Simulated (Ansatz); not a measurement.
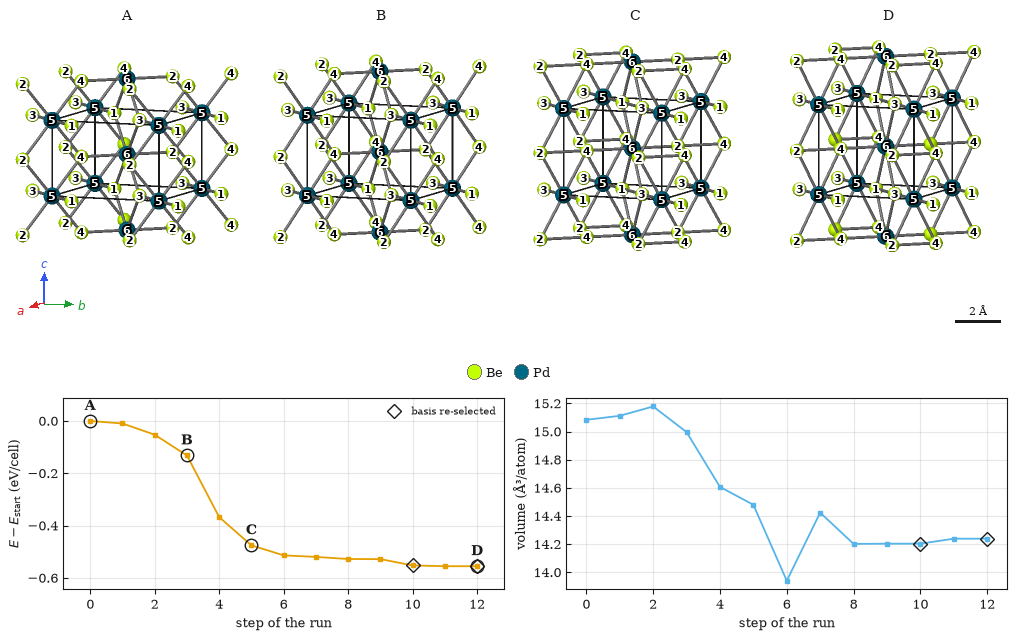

Frames of a relaxation of solid Be$_{2}$Pd (built on the rutile_136 type), marked on the history of the run. Style: ball-and-stick. Shown: the cell of the calculation, slightly off an axis.

Case: rutile type (P4_2/mnm, No. 136).

The calculation used DFT PBE, scalar-relativistic, plane waves, PAW in Ansatz 0.2.0.

Input
```yaml
crystal:
  lattice:
    - [5.1534129714, 0.0, 0.0]
    - [0.0, 5.1534129714, 0.0]
    - [0.0, 0.0, 3.4077689513]
  atoms:
    - { symbol: Be, position: [0.3043419422, 0.3043419422, 0.0] }
    - { symbol: Be, position: [0.1956580578, 0.8043419422, 0.5] }
    - { symbol: Be, position: [0.6956580578, 0.6956580578, 0.0] }
    - { symbol: Be, position: [0.8043419422, 0.1956580578, 0.5] }
    - { symbol: Pd, position: [0.0, 0.0, 0.0] }
    - { symbol: Pd, position: [0.5, 0.5, 0.5] }
basis:
  ecutwfc: 420
kpoints:
  mp_grid: { grid: [8, 8, 12] }
hamiltonian:
  xc: pbe
scf:
  occupations: { method: gaussian, width: 0.1 }
output:
  forces: true
  stress: true
  eigenvalues: true
relax:
  adjacent_minimum: "off"
  f_tol: 0.01
  max_steps: 80
  cell: { stress_tol: 0.05 }
```

Run as
```bash
ansatz run input.yaml --threads 1 --pin off --max-ram 2560MiB --backend cpu --events-out ev --progress --plain --runs-dir out
```

**What happens along the run?**

After 10 accepted moves (12 points after the start) the energy has fallen by 0.555 eV per cell of the calculation. The largest force component goes from 0.0079 to 0.0038 eV/Å. Pressure: 0.31 GPa at the start and −0.01 GPa at the end. At 2 points the geometry stayed and the basis and grid were re-selected for the new cell (energy shift of 24.1 meV per cell of the calculation at most each time). The largest moves relative to the cell, 0.21 Å, are those of Be1, Be2, Be3 and Be4. Be2 goes along [−1 1 0]. Pd stays in place. The drawn cell changes as follows: a = b 5.153 → 4.592 Å (−10.9 %), c 3.408 → 4.051 Å (+18.9 %); the volume changes by −5.6 %. Among the contacts that change: Be1–Be3 2.852 → 2.117 Å, Be1–Pd6 2.222 → 2.285 Å, Be1–Pd5 2.218 → 2.189 Å. Among the angles between lasting bonds that change: Pd5–Be2–Pd5 100.1° → 124.8°, Be1–Pd6–Be3 79.9° → 55.2°, Be1–Pd6–Be1 100.1° → 124.8°. The space group stays P4_2/mnm (No. 136). From step 0 to 3: Be atoms move most (0.07 Å), volume −0.6 %, energy −0.132 eV per cell of the calculation. From step 3 to 5: Be atoms move most (0.11 Å), volume −3.4 %, energy −0.344 eV per cell of the calculation. From step 5 to 12: Be atoms move most (0.04 Å), volume −1.7 %, energy −79.8 meV per cell of the calculation.
